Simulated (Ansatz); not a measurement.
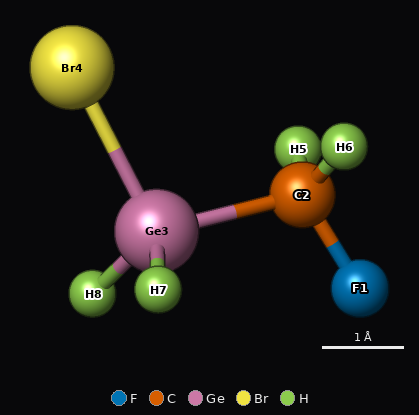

*The input geometry (ball-and-stick view, seen at a tilt; atoms are numbered from 1 in the order of the input). Sticks mark near contacts.*

**Single-point calculation of CH4BrFGe**

- system: CH4BrFGe, SMILES F[CH2][GeH2][Br]
- method: RKS wB97M-V/def2-TZVPP (Ansatz 0.2.0)

The geometry comes from this level: PBE0-D4/def2-TZVP. Figures and captions count atoms from 1; the log counts them from 0 in places.

Log:
```
Functional definition: wB97M-V
  name "wB97M-V"
  cite "Mardirossian & Head-Gordon, J. Chem. Phys. 144, 214110 (2016) doi:10.1063/1.4952647"
  cite "Becke, J. Chem. Phys. 107, 8554 (1997) doi:10.1063/1.475007"
  cite "Vydrov & Van Voorhis, J. Chem. Phys. 133, 244103 (2010) doi:10.1063/1.3521275"
  # Of w^i u^j: cxij and so on, Table III.
  parameter omega = 0.3/bohr
  parameter cx = 0.15
  parameter cx01 = 1.007
  parameter cx10 = 0.259
  parameter css00 = 0.443
  parameter css04 = -1.437
  parameter css10 = -4.535
  parameter css20 = -3.390
  parameter css43 = 4.278
  parameter cos00 = 1.000
  parameter cos10 = 1.358
  parameter cos20 = 2.924
  parameter cos21 = -8.812
  parameter cos60 = -1.390
  parameter cos61 = 9.142
  parameter b = 6.0
  parameter c = 0.01
  gx(w, u) = 1 - cx + cx01*u + cx10*w
  gss(w, u) = css00 + css04*u^4 + css10*w + css20*w^2 + css43*w^4*u^3
  gos(w, u) = cos00 + cos10*w + (cos20 + cos21*u)*w^2 + (cos60 + cos61*u)*w^6
  exchange = spin_sum(e_x_unif_sr(omega)*gx(b97_w, b97_u_x)) + cx*exact_x_sr(omega) + exact_x_lr(omega)
  correlation = spin_sum(e_c_pw_mod_same_spin*gss(b97_w, b97_u_same))
      + integral(e_c_pw_mod_opposite_spin*gos(b97_w_opposite, b97_u_opposite)) + vv10(b, c)
1366 factors; their error is unknown
260 factors; integrals over basis functions are off by at most 3.8e-5 eV
mean field evaluation 1: about -130375.5385 eV, gradient 3.2e1 eV
mean field evaluation 2: about -130376.1594 eV, gradient 3.0e1 eV
mean field evaluation 4: about -130377.2494 eV, gradient 1.2e0 eV
mean field evaluation 8: about -130377.2595 eV, gradient 3.2e-2 eV
mean field evaluation 16: about -130377.6674 eV, gradient 8.6e-5 eV
mean field -130377.66736030 eV, -4791.2909023340 hartree, gradient 1.8e-5 eV, S^2 0.000000; 0 other end points of the search recorded, 0 dependent functions left out
the calculation of the forces begins
reference -130377.66740310 eV, -4791.2909039069 hartree; 43, 43 occupied and 171, 171 virtual orbitals, 1366 factors
Total energy: -130377.66740310 eV, -4791.2909039069 hartree
Atom 0 at    -1.051637     1.627734     0.642493 Å, force    -0.229516     0.156784    -0.022918 eV/Å
Atom 1 at     0.050728     0.790845     0.682781 Å, force     0.316072    -0.224515     0.024341 eV/Å
Atom 2 at    -0.163616    -0.642483    -0.652403 Å, force    -0.103659     0.016633    -0.055476 eV/Å
Atom 3 at     1.744677    -1.934952    -0.451979 Å, force    -0.024607     0.026627     0.005714 eV/Å
Atom 4 at     0.135518     0.363747     1.684995 Å, force     0.004563     0.045482    -0.088431 eV/Å
Atom 5 at     0.948340     1.375839     0.468044 Å, force    -0.076238    -0.055172     0.032564 eV/Å
Atom 6 at    -0.205162    -0.096153    -2.084067 Å, force     0.007547    -0.044033     0.125613 eV/Å
Atom 7 at    -1.366749    -1.541575    -0.345864 Å, force     0.105838     0.078194    -0.021406 eV/Å
Dipole moment:    -0.067750     0.072623     0.015020 e Å
```

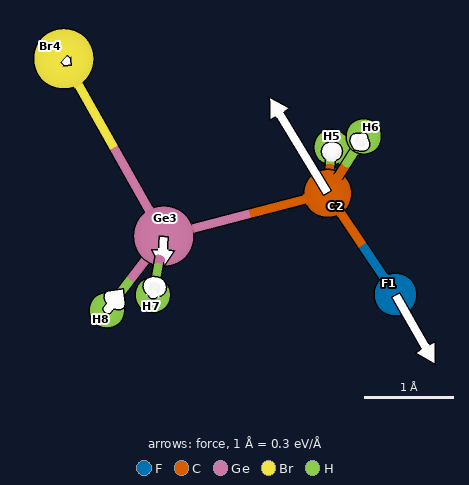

*Forces on the atoms as white arrows (ball-and-stick view, seen at a tilt; atoms are numbered from 1 in the order of the input).*

The largest act on C2 (0.39 eV/Å); F1 (0.28 eV/Å); H7, H8 (0.13 eV/Å); Ge3 (0.12 eV/Å). The geometry is not a stationary point of this energy.

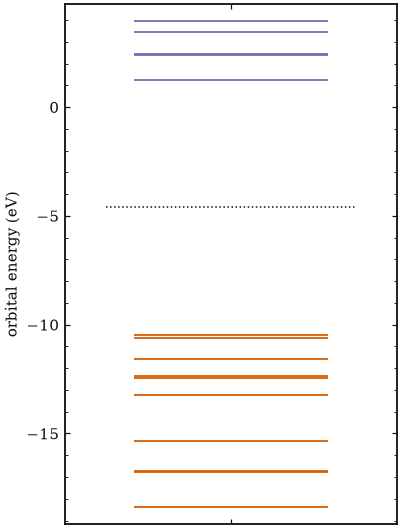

*Orbital energies near the frontier; the dotted line parts filled from empty levels, and levels within 0.02 eV of each other stand side by side.*

Highest filled −10.45 eV, lowest empty 1.26 eV, 11.71 eV apart.

This output came from the following input.

Input file:
```yaml
crystal:
  periodic: [false, false, false]
  atoms:
    - {symbol: F, position_ang: [-1.051637, 1.627734, 0.642493]}
    - {symbol: C, position_ang: [0.050728, 0.790845, 0.682781]}
    - {symbol: Ge, position_ang: [-0.163616, -0.642483, -0.652403]}
    - {symbol: Br, position_ang: [1.744677, -1.934952, -0.451979]}
    - {symbol: H, position_ang: [0.135518, 0.363747, 1.684995]}
    - {symbol: H, position_ang: [0.948340, 1.375839, 0.468044]}
    - {symbol: H, position_ang: [-0.205162, -0.096153, -2.084067]}
    - {symbol: H, position_ang: [-1.366749, -1.541575, -0.345864]}
basis:
  gaussian: {orbitals: def2-TZVPP}
hamiltonian: {xc: {name: wB97M-V}}
output: {forces: true, orbitals: {seedname: orbitals}}
```

Run as:
```bash
ansatz run in.yaml --threads 4 --pin off --events-out ev --progress --plain --max-ram 10444MiB
```

Key numbers:

| quantity | value |
| --- | --- |
| outcome | converged |
| total energy | −130377.6674 eV |
| SCF solution under orbital rotations | stable |
| HOMO | −10.45 eV |
| LUMO | 1.26 eV |
| largest force (length of the vector) | 0.388 eV/Å |
| dipole moment | 0.48 D |
| hardware | 4 threads of Arm Neoverse V2, 23 GiB of memory available, shared host |
| wall time | 9.5 s (CPU time 37 s) |
| peak memory | 0.84 GiB |
